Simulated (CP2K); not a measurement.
**GeH2Br2 (SMILES [Br][GeH2][Br]): PM6**

What is the vertical electron affinity of GeH2Br2 at PM6? 

The calculation is run with CP2K 2026.2.

5 further runs of the same task are left out: 4 that didn't finish, 1 set aside as unsound or not needed.

## (1) Starting point

GeH2Br2 has 5 atoms, charge 0, and is taken as a singlet. SMILES: `[Br][GeH2][Br]`. The shape is that of a PBE0-D4/def2-TZVP optimisation.

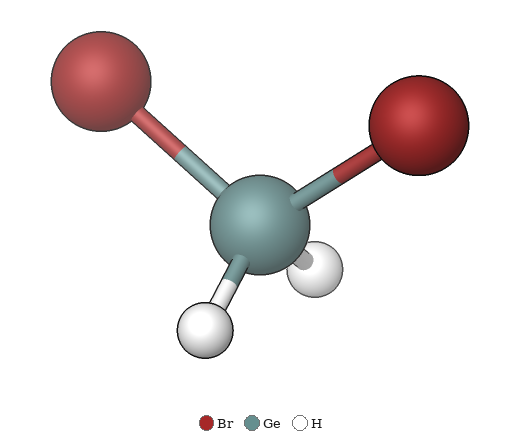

Viewed from a chosen angle; bromine red, germanium teal, hydrogen white.

## (2) Energy and gradient at PM6

Input file gas.inp:

```
&GLOBAL
 PROJECT gas
 RUN_TYPE ENERGY_FORCE
 PRINT_LEVEL MEDIUM
&END GLOBAL

&FORCE_EVAL
 METHOD QS
 &DFT
  # Quickstep
  &QS
   METHOD PM6
   EPS_DEFAULT 1.0E-10
   &SE
    &COULOMB
     CUTOFF [angstrom] 50
     RC_RANGE [angstrom] 0
    &END COULOMB
    &EXCHANGE
     CUTOFF [angstrom] 50
     RC_RANGE [angstrom] 0
    &END EXCHANGE
   &END SE
  &END QS
  # cluster boundary conditions
  &POISSON
   PERIODIC NONE
   POISSON_SOLVER ANALYTIC
  &END POISSON
  # self-consistent field
  &SCF
   SCF_GUESS ATOMIC
   EPS_SCF 1.0E-06
   MAX_SCF 100
   ADDED_MOS 2
   &DIAGONALIZATION
    ALGORITHM STANDARD
   &END DIAGONALIZATION
   &MIXING
    METHOD DIRECT_P_MIXING
    ALPHA 0.4
   &END MIXING
  &END SCF
  &PRINT
   &MOMENTS
    PERIODIC F
    REFERENCE COM
    MAX_MOMENT 1
   &END MOMENTS
   &MO ON
    ENERGIES T
    OCCUPATION_NUMBERS T
    NDIGITS 6
    &EACH
     QS_SCF 0
    &END EACH
    ADD_LAST NUMERIC
   &END MO
   &HIRSHFELD OFF
   &END HIRSHFELD
  &END PRINT
 &END DFT
 &SUBSYS
  &CELL
   ABC 15 14.4 14.9
   PERIODIC NONE
  &END CELL
  &COORD
   Br    -0.832900     0.417500     1.958700
   Ge    -0.101300     0.007800    -0.177700
   Br     2.082000    -0.695700    -0.102900
   H     -0.151400     1.321900    -0.958200
   H     -0.946600    -1.125100    -0.761200
  &END COORD
  &TOPOLOGY
   &CENTER_COORDINATES
   &END CENTER_COORDINATES
  &END TOPOLOGY
 &END SUBSYS
 # extra output
 &PRINT
  &FORCES ON
  &END FORCES
 &END PRINT
&END FORCE_EVAL
```

Command:

```
$ OMP_NUM_THREADS=1 cp2k.psmp -i gas.inp > gas.out 2>&1
```

The log of the run:

```text
CP2K| version string:                                       CP2K version 2026.2
[...]
 GLOBAL| Method name                                                        CP2K
[...]
 GLOBAL| Run type                                                   ENERGY_FORCE
[...]
                             - Atoms:                                          5
[...]
                             - Spherical basis functions:                     24
[...]
 Number of electrons:                                                         20
[...]
     1 P_Mix/Diag. 0.40E+00    0.0     0.69961612       -18.6275239338 -1.86E+01
[...]
    15 DIIS/Diag.  0.56E-07    0.0     0.00000015       -20.7488496496 -2.95E-12
  *** SCF run converged in    15 steps ***
  Core-core repulsion energy [eV]:                            630.29611476286107
  Core Hamiltonian energy [eV]:                              -864.63140530688349
  Two-electron integral energy [eV]:                         -660.53924370741754
  Electronic energy [eV]:                                   -1194.90102716059232
  Total energy [eV]:                                         -564.60491239773114
  Atomic reference energy [eV]:                               563.80724089305306
  Heat of formation [kcal/mol]:                               -18.39474334518581
[...]
 SE_DIPOLE| Moment [Debye]          1.42652985      -0.28873107       2.17277642
 SE_DIPOLE| Derivative [a.u.]       0.00000000       0.00000000       0.00000000
 ENERGY| Total FORCE_EVAL ( QS ) energy [hartree]            -20.748849649618126
 FORCES| Atomic forces [hartree/bohr]
 FORCES|   Atom     x               y               z               |f|
 FORCES|      1 -5.30904761E-04  2.71939970E-04  1.22688133E-03   1.36420270E-03
 FORCES|      2 -3.80919797E-03  7.77629583E-04 -5.80843700E-03   6.98946617E-03
 FORCES|      3  1.29686180E-03 -4.26182927E-04 -6.32135129E-05   1.36655712E-03
 FORCES|      4  6.78887822E-04 -2.90972756E-03  2.53411995E-03   3.91780131E-03
 FORCES|      5  2.36435312E-03  2.28634094E-03  2.11064923E-03   3.90798678E-03
 FORCES| Sum    -2.77555756E-17  2.77555756E-16 -1.94289029E-16
 FORCES| Total atomic force                                       3.39934989E-16
[...]
```

Wall time 0.84 s (1 thread of Intel Xeon 6975P-C (Granite Rapids), shared host); peak memory 0.19 GiB.

## (3) The doublet anion at the same level

Input file mol.inp:

```
&GLOBAL
  PROJECT_NAME mol
  RUN_TYPE ENERGY_FORCE
  PRINT_LEVEL MEDIUM
&END GLOBAL

&FORCE_EVAL
  METHOD QS
  &DFT
    CHARGE -1
    MULTIPLICITY 2
    UNRESTRICTED_KOHN_SHAM T
    &QS
      METHOD PM6
      EPS_DEFAULT 1.0E-10
      &SE
        &COULOMB
          CUTOFF [angstrom] 50
          RC_RANGE [angstrom] 0
        &END COULOMB
        &EXCHANGE
          CUTOFF [angstrom] 50
          RC_RANGE [angstrom] 0
        &END EXCHANGE
      &END SE
    &END QS
    &POISSON
      PERIODIC NONE
      POISSON_SOLVER ANALYTIC
    &END POISSON
    &SCF
      SCF_GUESS ATOMIC
      EPS_SCF 1.0E-06
      MAX_SCF 100
      ADDED_MOS 2
      &DIAGONALIZATION
        ALGORITHM STANDARD
      &END DIAGONALIZATION
      &MIXING
        METHOD DIRECT_P_MIXING
        ALPHA 0.4
      &END MIXING
    &END SCF
    &PRINT
      &MOMENTS
        PERIODIC F
        REFERENCE COM
        MAX_MOMENT 1
      &END MOMENTS
      &MO ON
        ENERGIES T
        OCCUPATION_NUMBERS T
        NDIGITS 6
        &EACH
          QS_SCF 0
        &END EACH
        ADD_LAST NUMERIC
      &END MO
      &HIRSHFELD OFF
      &END HIRSHFELD
    &END PRINT
  &END DFT
  &SUBSYS
    &CELL
      ABC 15 14.4 14.9
      PERIODIC NONE
    &END CELL
    &COORD
      Br    -0.832900     0.417500     1.958700
      Ge    -0.101300     0.007800    -0.177700
      Br     2.082000    -0.695700    -0.102900
      H     -0.151400     1.321900    -0.958200
      H     -0.946600    -1.125100    -0.761200
    &END COORD
    &TOPOLOGY
      &CENTER_COORDINATES
      &END CENTER_COORDINATES
    &END TOPOLOGY
  &END SUBSYS
  &PRINT
    &FORCES ON
    &END FORCES
  &END PRINT
&END FORCE_EVAL
```

Command:

```
$ OMP_NUM_THREADS=1 cp2k.psmp mol.inp > mol.out
```

The log of the run:

```text
CP2K| version string:                                       CP2K version 2026.2
[...]
 GLOBAL| Method name                                                        CP2K
[...]
 GLOBAL| Run type                                                   ENERGY_FORCE
[...]
                             - Atoms:                                          5
[...]
                             - Spherical basis functions:                     24
[...]
 Number of electrons:                                                         11
[...]
     1 P_Mix/Diag. 0.40E+00    0.0     0.36061140       -17.0138492367 -1.70E+01
[...]
    14 DIIS/Diag.  0.25E-06    0.0     0.00000049       -20.8176073670 -1.19E-11
  *** SCF run converged in    14 steps ***
  Core-core repulsion energy [eV]:                            630.29611476286107
  Core Hamiltonian energy [eV]:                              -896.02439440852868
  Two-electron integral energy [eV]:                         -601.49525078654221
  Electronic energy [eV]:                                   -1196.77201980179984
  Total energy [eV]:                                         -566.47590503893878
  Atomic reference energy [eV]:                               563.80724089305306
  Heat of formation [kcal/mol]:                               -61.54086205934253
[...]
 SE_DIPOLE| Moment [Debye]          0.54569396      -0.11044210       0.83126671
 SE_DIPOLE| Derivative [a.u.]       0.00000000       0.00000000       0.00000000
 ENERGY| Total FORCE_EVAL ( QS ) energy [hartree]            -20.817607367016571
 FORCES| Atomic forces [hartree/bohr]
 FORCES|   Atom     x               y               z               |f|
 FORCES|      1  6.08188327E-04  5.07481612E-04  8.75363552E-03   8.78940074E-03
 FORCES|      2 -1.40364801E-02  2.84756025E-03 -2.13857694E-02   2.57387355E-02
 FORCES|      3  7.62823991E-03 -2.17355898E-03  3.79002523E-03   8.79083012E-03
 FORCES|      4  1.28650675E-03 -5.56085145E-03  4.82371002E-03   7.47304134E-03
 FORCES|      5  4.51354511E-03  4.37936857E-03  4.01839859E-03   7.46314182E-03
 FORCES| Sum     0.00000000E+00 -1.11022302E-16 -1.38777878E-16
 FORCES| Total atomic force                                       1.77722399E-16
[...]
```

Run time: 0.84 s. Hardware: 1 thread of Intel Xeon 6975P-C (Granite Rapids), shared host; peak memory 0.19 GiB.

## (4) Summary of results

Level: PM6.

| quantity | value |
| --- | --- |
| singlet GeH2Br2: total energy | -20.74885 Eh |
| singlet GeH2Br2: dipole moment | 2.62 D |
| singlet GeH2Br2: HOMO energy | -10.63 eV |
| singlet GeH2Br2: LUMO energy | -1.71 eV |
| singlet GeH2Br2: HOMO–LUMO gap | 8.92 eV |
| singlet GeH2Br2: heat of formation | -18.4 kcal/mol |
| singlet GeH2Br2: largest force on an atom | 0.359 eV/Å |
| doublet anion: total energy | -20.81761 Eh |
| doublet anion: HOMO energy (highest over α and β) | -2.03 eV |
| doublet anion: LUMO energy (lowest over α and β) | 3.10 eV |
| doublet anion: heat of formation at this unrelaxed shape | -61.5 kcal/mol |
| doublet anion: largest force on an atom | 1.324 eV/Å |
| vertical electron affinity (to the doublet anion) | 1.871 eV |

**Reading.** At fixed nuclei the extra electron is bound by 1.87 eV (181 kJ/mol). The largest force (singlet GeH2Br2) is 0.36 eV/Å: the shape isn't a stationary point for this species at this level. A minimal valence basis can't be trusted even for the sign of an electron affinity.
